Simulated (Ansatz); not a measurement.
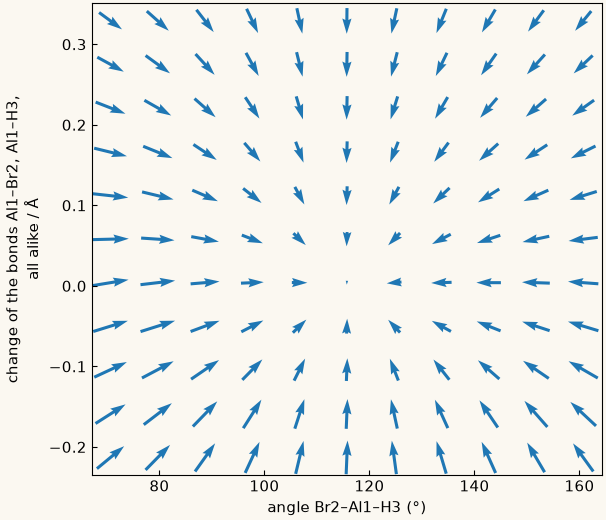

AlBrH, SMILES [AlH][Br], spin multiplicity 2. Coordinates scanned: (1) angle Br2–Al1–H3; (2) change of the bonds Al1–Br2, Al1–H3, all alike. Nothing is relaxed (all other coordinates rigid). The scan uses an 11 × 11 grid. Points are written as (first, second). These are results of UKS wB97X-V/def2-TZVP (Ansatz), not measurements.

In the figure: arrows along the force (downhill), their lengths compressed.

The arrows alone are given. Where is the energy lowest?

The arrows converge at about (116°, 0.000 Å) (read from the interpolated surface).

The energy map of the same scan:

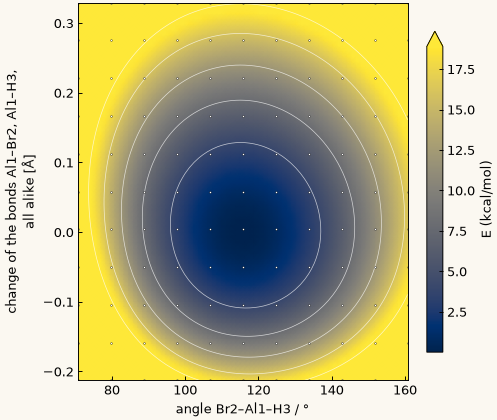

Energies are in kcal/mol, from the relaxed molecule at the same level; between grid points the surface is interpolated.
